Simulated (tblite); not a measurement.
# C11H7F7O2: the cost of one run

Computed with tblite 0.8.0 and PySCF 2.14.0 and routines of our own; the level stands in each step. Atoms count from 0.

## 1. The system as given

27 atoms, charge 0, multiplicity 1; geometry from: force field, distance geometry or constructed start.

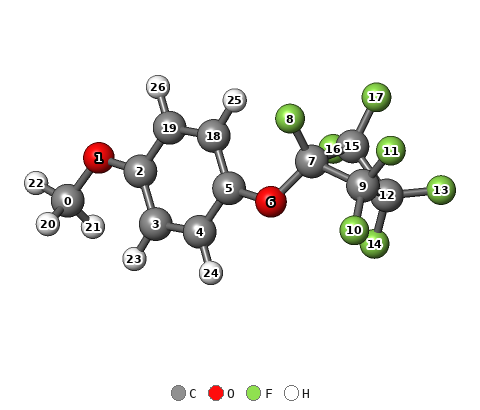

The starting geometry (carbon grey, oxygen red, fluorine green, hydrogen white).

## 2. Relaxing the molecule with GFN2-xTB

Job settings and geometry (Å):

```
{"job": {"kind": "relax", "xc": "GFN2-xTB", "basis": "xTB"}, "charge": 0, "multiplicity": 1}
C      4.829300    -0.172000    -0.980800
O      3.935000    -0.873000    -0.126200
C      2.690800    -0.354800     0.041900
C      2.197000     0.814200    -0.559100
C      0.886500     1.227600    -0.294100
C      0.051100     0.490100     0.542600
O     -1.204100     1.009500     0.711000
C     -2.247700     0.175500     1.287300
F     -1.938600    -0.197400     2.559600
C     -3.688000     0.799400     1.158200
F     -3.749200     2.154000     1.129000
F     -4.584100     0.400600     2.096300
C     -3.791700     0.084600    -0.209300
F     -5.017200    -0.367300    -0.565700
F     -3.331400     0.787500    -1.284300
C     -2.816900    -0.971100     0.379700
F     -1.953600    -1.537200    -0.505600
F     -3.398600    -2.006900     1.036800
C      0.540300    -0.663500     1.150600
C      1.854200    -1.081600     0.893900
H      5.025300     0.839500    -0.595600
H      4.435600    -0.132800    -2.002800
H      5.776300    -0.710800    -0.995200
H      2.802200     1.409800    -1.218500
H      0.518000     2.141400    -0.763600
H     -0.061700    -1.264600     1.830600
H      2.229300    -1.984700     1.362800
```

The run is started by

```bash
$ OMP_NUM_THREADS=1 python large_run.py task.json out
```

The driver reads the jobs from task.json and runs them one after another.

**Question.** How long does this first job take on 1 thread of Arm Neoverse N1, shared host, and how much memory does it need?

About 3.3 s, with a peak of 0.19 GiB.
